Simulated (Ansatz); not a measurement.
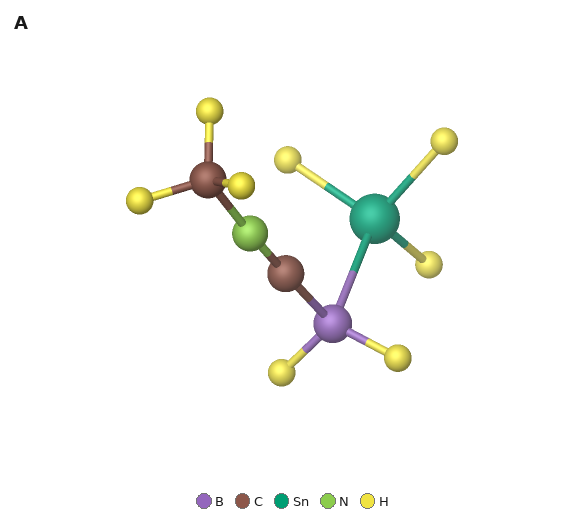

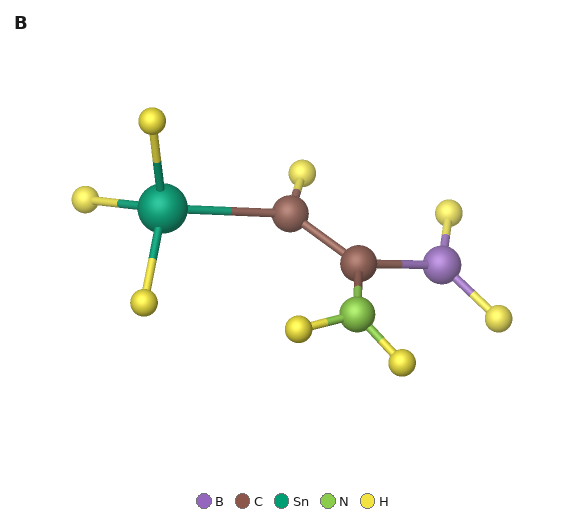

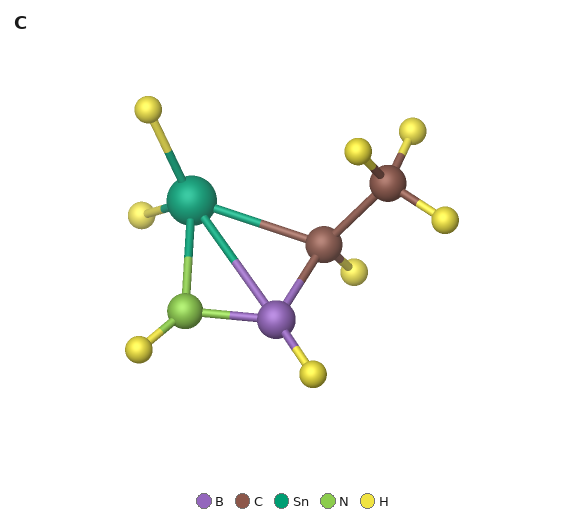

3 stationary structures of one formula. Geometries: PBE0-D4/def2-TZVP. Electronic energies: CCSD(T)/CBS (MP2 limit from def2-TZVPP and def2-QZVPP plus CCSD(T) − MP2) (Ansatz 0.2.0), without zero-point energy. No frequency run is at hand to confirm each as a minimum. Each is one conformer, not always the lowest.

Question: Rank them by energy, lowest first.

Answer: C is lowest; A lies 45.2 kcal/mol above it, B lies 52.5 kcal/mol above it.
